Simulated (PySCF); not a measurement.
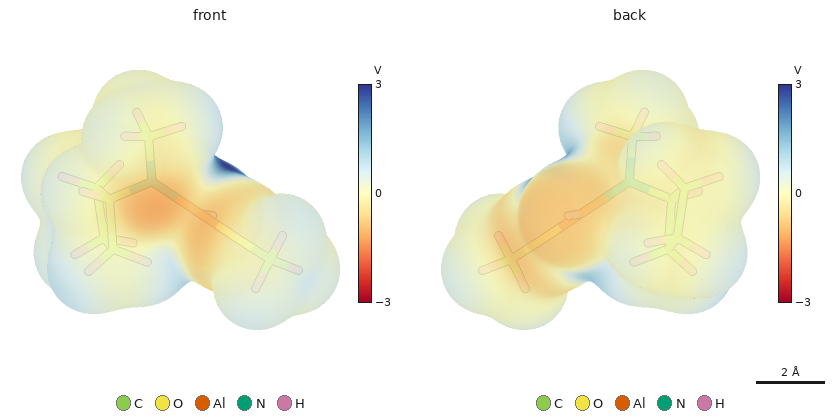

*C6H14AlNO (SMILES C[O][AlH][N](C)C1CCC1). The molecular electrostatic potential painted on the density surface at 0.002 e/bohr³, seen from the front and from behind; red is negative and blue positive.*

Geometry: GFN2-xTB.

Method: PBE0/pcSseg-1, SCF density, gas phase, non-relativistic (PySCF).

The calculation's input:

```
{"job": {"kind": "nmr", "xc": "PBE0", "basis": "pcSseg-1"}, "charge": 0, "multiplicity": 1}
C      3.793924    -0.912080     0.897601
O      2.527302    -0.761449     0.330454
Al     1.044601    -0.607999    -0.372253
N      0.031124     0.887939    -0.461244
C      0.171188     2.083608    -1.273722
C     -1.261531     0.776080     0.166588
C     -2.359214     0.057630    -0.659091
C     -2.295279    -1.131442     0.310203
C     -1.295263    -0.369812     1.183510
H      4.462592    -0.124080     0.542196
H      3.730426    -0.854993     1.987375
H      4.212340    -1.882073     0.617765
H      0.590761    -1.848348    -1.126520
H      1.181106     2.115673    -1.681508
H      0.005659     2.987394    -0.674056
H     -0.541746     2.096658    -2.106343
H     -1.573911     1.751024     0.563520
H     -2.048053    -0.171026    -1.676179
H     -3.318079     0.571719    -0.675282
H     -1.881961    -2.033835    -0.136714
H     -3.233959    -1.376981     0.803536
H     -1.647182    -0.107616     2.179071
H     -0.299598    -0.846069     1.271170
```

Run with:

```sh
OMP_NUM_THREADS=1 python probes_run.py task.json out
```

Question: Describe the electrostatic potential map.

Answer: The most negative region (about −1.2 V) lies over N4, the most positive (about +2.5 V) over Al3. N4 is the likeliest acceptor of a hydrogen bond.

Question: What dipole moment does the calculation give?

Answer: Its dipole moment is 1.04 D.
